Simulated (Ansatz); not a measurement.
## Run report: CH6Al2O, geometry relaxation (part 1 of 2)

CH6Al2O, computed with RHF/def2-SVP (Ansatz 0.2.0).

It belongs to a series of runs on one base structure; here: end point A relaxed. Figures and captions count atoms from 1; the log counts them from 0 in places.

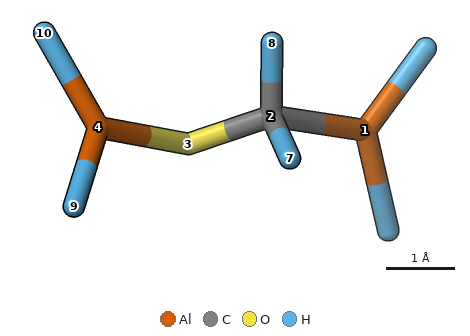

**Figure 1.** The input geometry (stick view, seen at a tilt; atoms are numbered from 1 in the order of the input). Sticks mark near contacts. Bond lengths as drawn: Al–C 1.93 Å, Al–H 1.53 to 1.65 Å, Al–O 1.91 Å, C–H 1.13 Å and C–O 1.42 Å.

Results in brief:

```csv
quantity,value
outcome,converged
total energy,−16322.3012 eV
mean-field energy,−16322.3012 eV
largest force (length of the vector) at the end,0.005 eV/Å
hardware,"1 thread of Arm Neoverse N1, 16 GiB of memory available, shared host"
wall time,86 s
peak memory,0.18 GiB
```

Input:
```yaml
crystal:
  periodic: [false, false, false]
  atoms:
    - { symbol: Al, position_ang: [-0.9608, 1.9299, 0.2845] }
    - { symbol: C, position_ang: [0.2046, 0.4057, 0.1033] }
    - { symbol: O, position_ang: [-0.5932, -0.7215, -0.224] }
    - { symbol: Al, position_ang: [0.6231, -2.1892, -0.3778] }
    - { symbol: H, position_ang: [-1.0905, 2.7676, 1.6344] }
    - { symbol: H, position_ang: [-1.9036, 2.4414, -0.9724] }
    - { symbol: H, position_ang: [0.9611, 0.6455, -0.7023] }
    - { symbol: H, position_ang: [0.7642, 0.3055, 1.0756] }
    - { symbol: H, position_ang: [1.197, -2.5424, -1.7482] }
    - { symbol: H, position_ang: [0.8812, -3.0936, 0.9298] }
basis:
  gaussian: { orbitals: def2-SVP }
hamiltonian:
  xc: hf
relax:
  f_tol: 0.015
  max_steps: 40
```

Command:
```bash
ansatz run input.yaml --threads 1 --pin off --max-ram 2048MiB --backend cpu --events-out ev --progress --plain --runs-dir out
```

The program's output:
```
The last accepted step is kept in [file] (removed where the run ends without a failure and the disk answers)
Engine: ansatz 0.2.0, aarch64-unknown-linux-gnu
Functional definition: HF
  exchange = exact_x
  correlation = 0
970 factors; integrals over basis functions are off by at most 3.7e-4 eV
mean field evaluation 1: about -16317.9279 eV, gradient 3.4e1 eV
mean field evaluation 2: about -16317.9931 eV, gradient 3.4e1 eV
mean field evaluation 4: about -16320.9597 eV, gradient 3.3e0 eV
mean field evaluation 8: about -16321.0075 eV, gradient 2.0e-1 eV
mean field -16321.00771818 eV, -599.7859708669 hartree, gradient 1.8e-5 eV, S^2 0.000000; 0 other end points of the search recorded, 0 dependent functions left out
the calculation of the forces begins
reference -16321.00771818 eV, -599.7859708669 hartree; 23, 23 occupied and 71, 71 virtual orbitals, 970 factors
relax step   1: F+E_penalty+E_count = -16321.00771818 eV  Δ(F+E_penalty+E_count) = +0.000e0 eV  max|allowed force component| = 2.579e0 eV/Å  Δτ_max = 0.0000 Å  (34 SCF iters, accepted)
these checks for a lower state are left out or cut short: starts, cluster_reference, orbital_swaps, neighbouring_geometries, increment
970 factors; integrals over basis functions are off by at most 3.9e-4 eV
mean field evaluation 16: about -16321.4521 eV, gradient 6.3e-4 eV
mean field -16321.45205746 eV, -599.8023000341 hartree, gradient 4.7e-5 eV, S^2 0.000000; 0 other end points of the search recorded, 0 dependent functions left out
[... from here on the field's lines of each further geometry are left out, up to the last ...]
relax step   2: F+E_penalty+E_count = -16321.45205746 eV  Δ(F+E_penalty+E_count) = -4.443e-1 eV  max|allowed force component| = 1.694e0 eV/Å  Δτ_max = 0.1302 Å  (31 SCF iters, accepted)
relax step   3: F+E_penalty+E_count = -16321.57767721 eV  Δ(F+E_penalty+E_count) = -1.256e-1 eV  max|allowed force component| = 4.464e-1 eV/Å  Δτ_max = 0.0785 Å  (32 SCF iters, accepted)
relax step   4: F+E_penalty+E_count = -16321.61252981 eV  Δ(F+E_penalty+E_count) = -3.485e-2 eV  max|allowed force component| = 3.147e-1 eV/Å  Δτ_max = 0.0634 Å  (31 SCF iters, accepted)
relax step   5: F+E_penalty+E_count = -16321.70220475 eV  Δ(F+E_penalty+E_count) = -8.967e-2 eV  max|allowed force component| = 2.842e-1 eV/Å  Δτ_max = 0.2000 Å  (31 SCF iters, accepted)
relax step   6: F+E_penalty+E_count = -16321.75217750 eV  Δ(F+E_penalty+E_count) = -4.997e-2 eV  max|allowed force component| = 5.733e-1 eV/Å  Δτ_max = 0.1616 Å  (31 SCF iters, accepted)
relax step   7: F+E_penalty+E_count = -16321.79900277 eV  Δ(F+E_penalty+E_count) = -4.683e-2 eV  max|allowed force component| = 3.980e-1 eV/Å  Δτ_max = 0.1959 Å  (31 SCF iters, accepted)
relax step   8: F+E_penalty+E_count = -16321.86387695 eV  Δ(F+E_penalty+E_count) = -6.487e-2 eV  max|allowed force component| = 4.664e-1 eV/Å  Δτ_max = 0.1959 Å  (31 SCF iters, accepted)
relax step   9: F+E_penalty+E_count = -16321.94656952 eV  Δ(F+E_penalty+E_count) = -8.269e-2 eV  max|allowed force component| = 4.990e-1 eV/Å  Δτ_max = 0.1943 Å  (31 SCF iters, accepted)
relax step  10: F+E_penalty+E_count = -16322.09459657 eV  Δ(F+E_penalty+E_count) = -1.480e-1 eV  max|allowed force component| = 6.719e-1 eV/Å  Δτ_max = 0.1903 Å  (30 SCF iters, accepted)
relax step  11: F+E_penalty+E_count = -16322.08379007 eV  Δ(F+E_penalty+E_count) = +1.081e-2 eV  max|allowed force component| = 2.250e0 eV/Å  Δτ_max = 0.1951 Å  (30 SCF iters, rejected (line search))
relax step  12: F+E_penalty+E_count = -16322.16893808 eV  Δ(F+E_penalty+E_count) = -7.434e-2 eV  max|allowed force component| = 4.281e-1 eV/Å  Δτ_max = 0.0976 Å  (30 SCF iters, accepted)
relax step  13: F+E_penalty+E_count = -16322.19712764 eV  Δ(F+E_penalty+E_count) = -2.819e-2 eV  max|allowed force component| = 3.168e-1 eV/Å  Δτ_max = 0.1000 Å  (31 SCF iters, accepted)
relax step  14: F+E_penalty+E_count = -16322.22215200 eV  Δ(F+E_penalty+E_count) = -2.502e-2 eV  max|allowed force component| = 1.133e-1 eV/Å  Δτ_max = 0.1500 Å  (30 SCF iters, accepted)
relax step  15: F+E_penalty+E_count = -16322.24154727 eV  Δ(F+E_penalty+E_count) = -1.940e-2 eV  max|allowed force component| = 1.849e-1 eV/Å  Δτ_max = 0.1918 Å  (30 SCF iters, accepted)
relax step  16: F+E_penalty+E_count = -16322.24210910 eV  Δ(F+E_penalty+E_count) = -5.618e-4 eV  max|allowed force component| = 4.752e-1 eV/Å  Δτ_max = 0.1972 Å  (30 SCF iters, accepted)
relax step  17: F+E_penalty+E_count = -16322.27786035 eV  Δ(F+E_penalty+E_count) = -3.575e-2 eV  max|allowed force component| = 7.932e-2 eV/Å  Δτ_max = 0.1999 Å  (30 SCF iters, accepted)
relax step  18: F+E_penalty+E_count = -16322.28891994 eV  Δ(F+E_penalty+E_count) = -1.106e-2 eV  max|allowed force component| = 5.733e-2 eV/Å  Δτ_max = 0.1998 Å  (30 SCF iters, accepted)
relax step  19: F+E_penalty+E_count = -16322.29323561 eV  Δ(F+E_penalty+E_count) = -4.316e-3 eV  max|allowed force component| = 1.670e-1 eV/Å  Δτ_max = 0.1986 Å  (30 SCF iters, accepted)
relax step  20: F+E_penalty+E_count = -16322.29640163 eV  Δ(F+E_penalty+E_count) = -3.166e-3 eV  max|allowed force component| = 8.112e-2 eV/Å  Δτ_max = 0.0291 Å  (25 SCF iters, accepted)
relax step  21: F+E_penalty+E_count = -16322.29869059 eV  Δ(F+E_penalty+E_count) = -2.289e-3 eV  max|allowed force component| = 6.281e-2 eV/Å  Δτ_max = 0.1056 Å  (31 SCF iters, accepted)
relax step  22: F+E_penalty+E_count = -16322.29956541 eV  Δ(F+E_penalty+E_count) = -8.748e-4 eV  max|allowed force component| = 1.131e-1 eV/Å  Δτ_max = 0.1589 Å  (30 SCF iters, accepted)
relax step  23: F+E_penalty+E_count = -16322.29954497 eV  Δ(F+E_penalty+E_count) = +2.043e-5 eV  max|allowed force component| = 1.076e-1 eV/Å  Δτ_max = 0.0202 Å  (32 SCF iters, rejected (line search))
relax step  24: F+E_penalty+E_count = -16322.30077286 eV  Δ(F+E_penalty+E_count) = -1.207e-3 eV  max|allowed force component| = 3.361e-2 eV/Å  Δτ_max = 0.0099 Å  (25 SCF iters, accepted)
relax step  25: F+E_penalty+E_count = -16322.30075904 eV  Δ(F+E_penalty+E_count) = +1.382e-5 eV  max|allowed force component| = 7.162e-2 eV/Å  Δτ_max = 0.0086 Å  (25 SCF iters, rejected (line search))
relax step  26: F+E_penalty+E_count = -16322.30090488 eV  Δ(F+E_penalty+E_count) = -1.320e-4 eV  max|allowed force component| = 9.401e-3 eV/Å  Δτ_max = 0.0042 Å  (25 SCF iters, accepted)
relax step  27: F+E_penalty+E_count = -16322.30108743 eV  Δ(F+E_penalty+E_count) = -1.825e-4 eV  max|allowed force component| = 2.283e-2 eV/Å  Δτ_max = 0.0141 Å  (25 SCF iters, accepted)
the calculation of the forces begins
reference -16322.30123413 eV, -599.8335067013 hartree; 23, 23 occupied and 71, 71 virtual orbitals, 970 factors
relax step  28: F+E_penalty+E_count = -16322.30123413 eV  Δ(F+E_penalty+E_count) = -1.467e-4 eV  max|allowed force component| = 4.343e-3 eV/Å  Δτ_max = 0.0144 Å  (25 SCF iters, accepted)
```

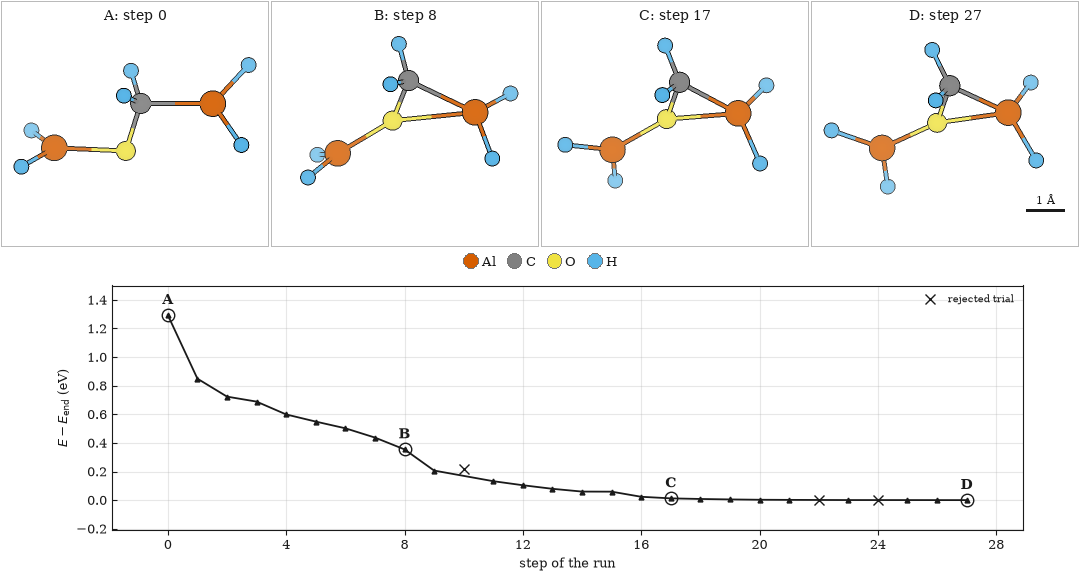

**Figure 2.** Frames of the relaxation (ball-and-stick view, seen at a tilt) above the curves, on which the letters mark them (the first geometry is step 0 here and step 1 in the log).

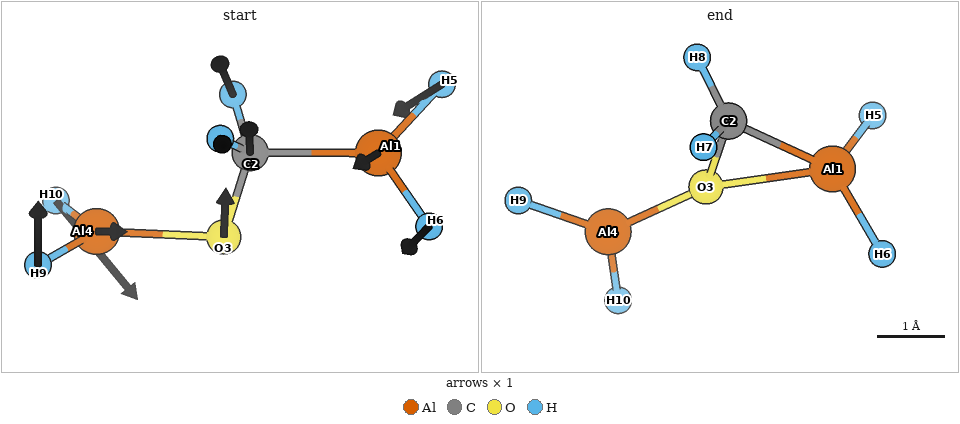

**Figure 3.** Before (left) and after (right) the relaxation, at one scale (ball-and-stick view, seen at a tilt). The black arrows give the displacements, at true length. Over 27 geometry steps the energy falls by 1.294 eV. Largest force component: 2.6 eV/Å at the start, 0.0043 eV/Å at the end. The line search rejected the trial steps at points 10, 22, 24 (counted from 0) and went back. The atom that moves furthest after the best rigid fit is H10 (1.93 Å). By element the largest moves are H 1.93 Å, C 0.91 Å, O 0.78 Å, Al 0.58 Å. Distances before and after: Al1–O3 2.725 → 1.918 Å, O3–Al4 1.912 → 1.723 Å, C2–O3 1.419 → 1.511 Å, Al1–H6 1.652 → 1.584 Å. New bonds form: Al1–O3 (2.72 → 1.92 Å). Among the angles that change: Al1–C2–O3 108.1° → 65.8°, C2–O3–Al4 105.7° → 134.6°, Al1–C2–H8 106.8° → 124.0°. (Atoms are counted from 1 in the order of the input.)

```
970 factors; integrals over basis functions are off by at most 4.4e-4 eV
mean field -16322.30123413 eV, -599.8335067013 hartree, gradient 1.1e-5 eV, S^2 0.000000; 1 other end points of the search recorded, 0 dependent functions left out
the calculation of the forces begins
reference -16322.30123413 eV, -599.8335067013 hartree; 23, 23 occupied and 71, 71 virtual orbitals, 970 factors
Total energy: -16322.30123413 eV, -599.8335067013 hartree
Atom 0 at    -0.998437     1.360805     0.376046 Å, force    -0.000937     0.002266     0.000490 eV/Å
Atom 1 at     0.831961     0.972694    -0.184546 Å, force     0.000848     0.001881    -0.000915 eV/Å
Atom 2 at    -0.030683    -0.253050     0.005635 Å, force     0.004343    -0.001904    -0.002260 eV/Å
Atom 3 at     0.218296    -1.948781    -0.174665 Å, force    -0.003292     0.001316     0.001296 eV/Å
Atom 4 at    -1.316652     1.535875     1.917673 Å, force    -0.000287    -0.001435     0.000405 eV/Å
Atom 5 at    -2.097147     1.667705    -0.722834 Å, force     0.000278     0.001099    -0.000310 eV/Å
Atom 6 at     1.171747     0.997987    -1.217408 Å, force    -0.001138    -0.000350     0.000526 eV/Å
Atom 7 at     1.676655     0.908230     0.497522 Å, force    -0.001813    -0.001639     0.000002 eV/Å
Atom 8 at     1.640570    -2.426631    -0.632536 Å, force     0.001082    -0.000178     0.000075 eV/Å
Atom 9 at    -1.013211    -2.865933     0.138012 Å, force     0.000916    -0.001057     0.000690 eV/Å
Dipole moment:     0.396969    -0.439484    -0.142308 e Å
```

Trajectory as extended XYZ (Å, eV, eV/Å), 21 of the 28 frames kept, from step=1 to step=28:
```
10
Properties=species:S:1:pos:R:3:forces:R:3 step=1 energy=-16321.00772
Al   -0.9608    1.9299    0.2845   -1.4754   1.0884  -0.5396
C     0.2046    0.4057    0.1033    1.1722   0.0583  -0.0511
O    -0.5932   -0.7215   -0.2240    2.5015  -2.3643  -0.0788
Al    0.6231   -2.1892   -0.3778   -2.5785   1.7646   1.2124
H    -1.0905    2.7676    1.6344    0.1108  -0.1249  -0.0602
H    -1.9036    2.4414   -0.9724    0.5503  -0.3179   0.6061
H     0.9611    0.6455   -0.7023   -0.3590  -0.3460   0.6612
H     0.7642    0.3055    1.0756   -0.2029  -0.2562  -0.7430
H     1.1970   -2.5424   -1.7482    0.3163   0.0307  -0.6109
H     0.8812   -3.0936    0.9298   -0.0353   0.4672  -0.3960
10
Properties=species:S:1:pos:R:3:forces:R:3 step=2 energy=-16321.45206
Al   -1.0200    1.9116    0.2704   -0.0651   0.2319   0.0344
C     0.2413    0.4125    0.1044    0.7403   0.1273   0.0898
O    -0.5359   -0.7329   -0.2071    1.0774  -1.6939  -0.2185
Al    0.5075   -2.1989   -0.3743   -1.0142   1.6767   0.3588
H    -1.0921    2.7196    1.6346   -0.1002  -0.0192  -0.0289
H    -1.8741    2.3678   -0.9776   -0.0616  -0.0298   0.0219
H     1.0078    0.6144   -0.6764   -0.2482  -0.0677   0.1420
H     0.8236    0.2673    1.0393   -0.2114   0.0369  -0.1972
H     1.1799   -2.4408   -1.7682   -0.0428  -0.1542  -0.0616
H     0.8450   -2.9717    0.9577   -0.0742  -0.1079  -0.1408
10
Properties=species:S:1:pos:R:3:forces:R:3 step=4 energy=-16321.61253
Al   -1.0243    1.9116    0.2656    0.0399  -0.0460   0.0278
C     0.3242    0.4580    0.1110   -0.0411   0.3147   0.0166
O    -0.4255   -0.7215   -0.1831    0.1624   0.0937   0.0547
Al    0.4804   -2.1616   -0.3617    0.0317  -0.2085  -0.0691
H    -1.1839    2.6947    1.6334   -0.0434  -0.0132  -0.0006
H    -1.9140    2.3100   -0.9751   -0.0213  -0.0292  -0.0240
H     1.0663    0.6606   -0.6764   -0.0149  -0.0263   0.0012
H     0.8930    0.3384    1.0447   -0.0101  -0.0082  -0.0125
H     1.1061   -2.5002   -1.7688   -0.0548  -0.0272   0.0146
H     0.7608   -3.0411    0.9133   -0.0485  -0.0499  -0.0086
10
Properties=species:S:1:pos:R:3:forces:R:3 step=5 energy=-16321.70220
Al   -1.0388    1.8835    0.2745    0.0524  -0.0734  -0.0934
C     0.4526    0.5815    0.1268   -0.0780  -0.1024  -0.0691
O    -0.2644   -0.6350   -0.1325    0.2842  -0.0768   0.0869
Al    0.4373   -2.1838   -0.3678   -0.1101   0.1330   0.0395
H    -1.3304    2.6366    1.6379   -0.0292  -0.0409  -0.0030
H    -1.9515    2.1508   -0.9889   -0.0017  -0.0037   0.0269
H     1.1780    0.7650   -0.6778   -0.0429   0.1007   0.0687
H     1.0277    0.4802    1.0557    0.0392   0.0609  -0.0143
H     0.9743   -2.5810   -1.7937   -0.0417   0.0020  -0.0233
H     0.5983   -3.1488    0.8686   -0.0721   0.0006  -0.0189
```
